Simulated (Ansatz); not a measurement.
Y2SbN3

```
Y Sb N
1.0
     3.32520    0.00000    0.00000
     0.00000    3.32520    0.00000
     0.00000    0.00000    8.34572
Y Sb N
2 1 3
Direct
  0.00000 0.50000 0.64914
  0.50000 0.00000 0.35086
  0.00000 0.00000 0.00000
  0.50000 0.50000 0.00000
  0.00000 0.50000 0.37374
  0.50000 0.00000 0.62626
```

Space group P-4m2; a structure from a database of computed crystals, not necessarily the ambient phase; started from the Hf2CuSb3-115 prototype, which need not be the ambient phase.

Computed with DFT, PBEsol, plane waves, PAW (Ansatz).

Q: Predict the valence pseudo-density and electron localisation function between the atoms.

A: Y–N (2.30 Å): the density is about 0.46 e/Å³ at the midpoint; the ELF peaks at about 0.80 in the valence shell of N, 0.6 Å from its nucleus, and drops to about 0.20 between the two atoms (an ionic contact with no shared pair).
Y–Sb (3.37 Å): ρ at the midpoint is about 0.12 e/Å³; the ELF peaks at about 0.60 in the valence shell of Sb, 1.3 Å from its nucleus, and drops to about 0.05 between the two atoms: no localised pair shows between them.

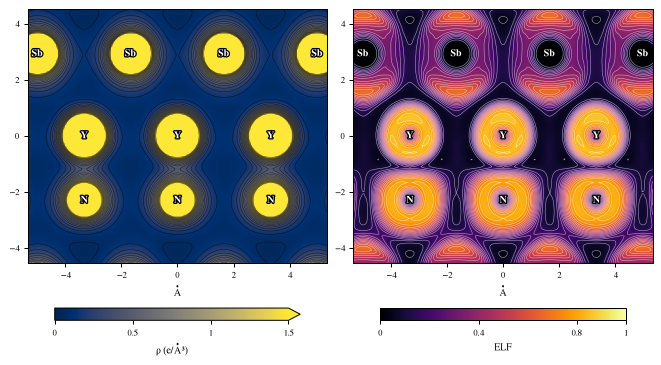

Computed valence pseudo-density and electron localisation function on the (100) plane of the conventional cell, in this order. 

Core electrons are frozen (PAW), and the valence fields are smoothed inside the atomic spheres.
